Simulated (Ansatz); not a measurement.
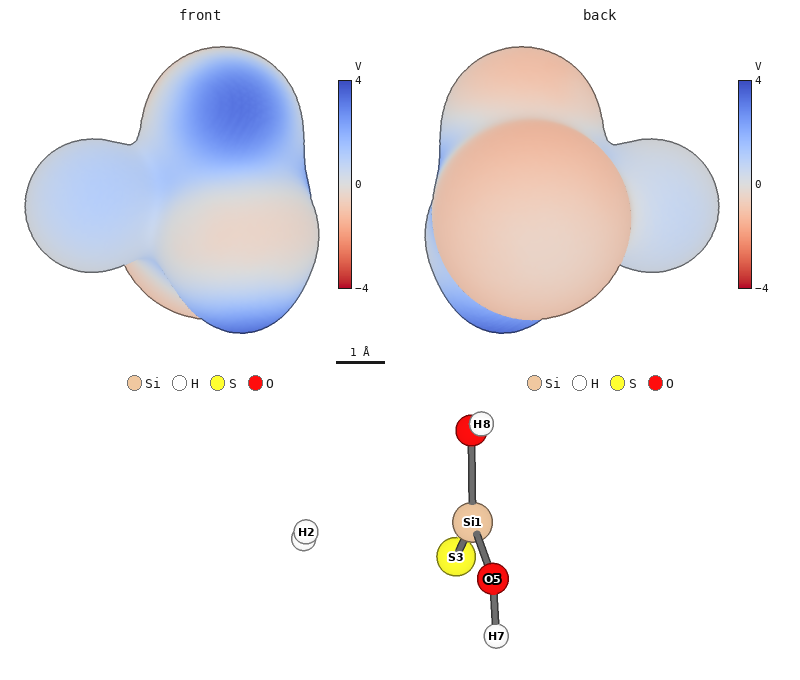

Figure. H₂O₂SSi···H₂. The molecular electrostatic potential painted on the density surface at 0.002 e/bohr³, seen from the front and from behind; the colour scale runs from red (negative) to blue (positive). The bare structure is drawn below in the same view.

The product side of a reaction path; geometry: PBE0-D4/def2-TZVP.

Theory: Ansatz 0.2.0, RKS PBE0-D4/def2-TZVPP.

| atom | x (Å) | y (Å) | z (Å) |
| --- | --- | --- | --- |
| Si | -0.7327 | 0.0905 | 0.3504 |
| H | 1.6002 | -1.0817 | -1.0882 |
| S | -2.2266 | -0.8955 | -0.3738 |
| H | 0.9869 | -1.4826 | -1.2436 |
| O | -0.0793 | 1.4666 | -0.2161 |
| O | 0.1150 | -0.2573 | 1.6789 |
| H | -0.4893 | 1.8116 | -1.0142 |
| H | 0.8258 | 0.3485 | 1.9067 |

**Describe the electrostatic potential map.**

The most negative region (about −1.2 V, or −28 kcal/mol for a unit charge) lies over S3, the most positive (about +3.2 V, or +74 kcal/mol for a unit charge) over H7 and H8.
